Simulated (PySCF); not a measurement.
Sn(F)(NH2)3, H₆FN₃Sn, SMILES [NH2][Sn]([NH2])([NH2])[F] at its CAM-B3LYP/def2-SVP optimised geometry (Å):

```
11

N     -1.1674    -1.9969     1.5529
Sn    -0.4478    -0.9421     0.0000
N     -1.1751     0.9323     0.0000
N      1.5624    -0.9421     0.0000
F     -1.0447    -1.8063    -1.6417
H     -1.4041    -2.9623     1.3349
H     -1.9637    -1.5564     2.0087
H     -0.4769     1.6382    -0.2239
H     -1.9851     1.0678    -0.6010
H      1.9689    -1.6382     0.6213
H      1.9851    -1.0339    -0.9211
```

Level of theory: CAM-B3LYP/def2-TZVP, def2 effective core potentials past Kr in PySCF 2.14.0. The core electrons that the potentials of Sn replace are not part of the density. Cells within 0.4 Å of a nucleus heavier than hydrogen are left out (blank, or x).

Map of the electrostatic potential (hartree/e), clipped to [-0.08, 0.12] on the plane z = 0.0 Å:

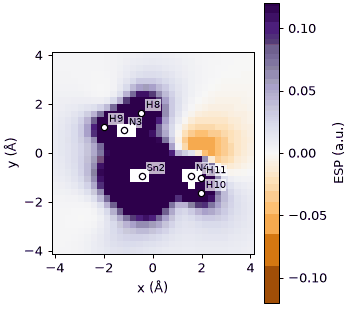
Electrostatic potential (hartree/e), clipped to [-0.08, 0.12] on the plane z = 0.0 Å.
